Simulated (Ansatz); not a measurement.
# Strength of the As–As bond: As2 → 2 As

Species: As2, singlet; As atom, quartet. 

Shapes, held fixed at every level: PBE0-D4/def2-TZVP. Programs: Ansatz 0.2.0. The zero-point and thermal change to 298 K, harmonic and unscaled (PBE0-D4/def2-TZVP), is +0.3 kJ/mol.

```tsv
level	kind	ΔH(298 K) (kJ/mol)	less BCCD(T)/def2-TZVPPD
SVWN5/def2-TZVPPD	LDA	+515.2	+160.2
PBE/def2-TZVPPD	GGA	+413.9	+58.9
r2SCAN/def2-TZVPPD	meta-GGA	+381.0	+26.0
MP2/def2-TZVPPD	perturbation theory	+367.4	+12.4
CCSD(T)/def2-TZVPPD	coupled cluster or CI	+355.1	+0.1
CCSD/def2-TZVPPD	coupled cluster or CI	+316.4	-38.6
BCCD(T)/def2-TZVPPD	coupled cluster or CI	+355.0	0.0
```

The highest level, BCCD(T)/def2-TZVPPD, gives ΔH(298 K) = +355.0 kJ/mol; the levels span +316.4 to +515.2. The column of differences is taken from that level and isn't an error. No measured value is set beside it here. Open shells run unrestricted unless RO is named. Relativity is left out for As unless named. Correlated rows may include outer-core shells of As, which these sets cover unevenly.

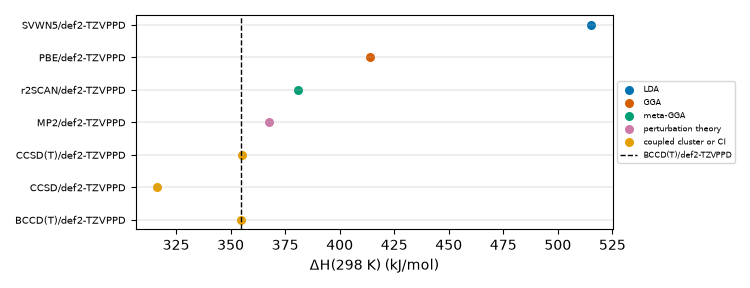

The values of the table, level by level.
